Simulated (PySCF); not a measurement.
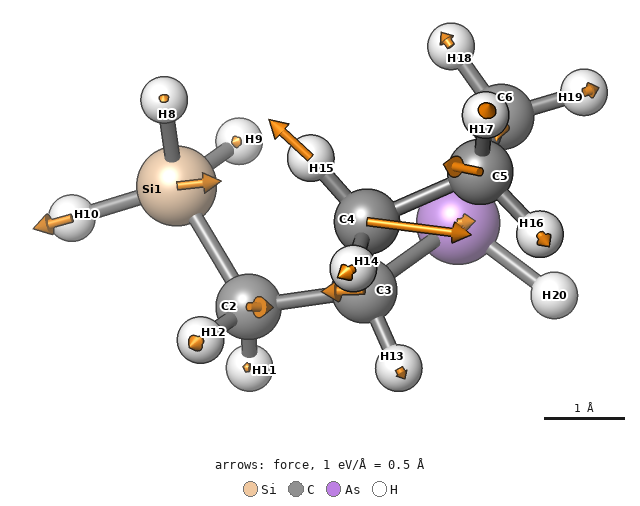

Starting geometry of C5H13AsSi with the computed forces as orange arrows. The picture is a ball-and-stick view, seen at a tilt.

The start comes from GFN2-xTB. Its atoms were then displaced at random by about 0.01 Å.

Level of theory: PySCF 2.14.0, density-fitted response routines, PBE0-D3(BJ)/def2-SVP geometry optimisation, gas phase. 

Is this structure relaxed? If not, where do the atoms go?

It isn't relaxed: the largest force vector, on a C atom, is 2.71 eV/Å. The final displacements have little in common with the starting forces (cosine between the two patterns 0.04). The atom that moves furthest after the best rigid fit is an H atom (0.75 Å). Largest moves by element: H 0.75 Å, C 0.18 Å, Si 0.17 Å, As 0.09 Å. Some distances before and after: As–Si 3.562 → 3.731 Å, H–Si 1.440 → 1.495 Å, C–H 1.062 → 1.105 Å, C–C 1.553 → 1.523 Å. Bond angles that change, for instance: C–C–H 107.7° → 112.1°, C–C–C 111.1° → 115.0°, H–C–H 109.5° → 106.1°. The energy falls by 4.33 kcal/mol in 12 geometry steps.
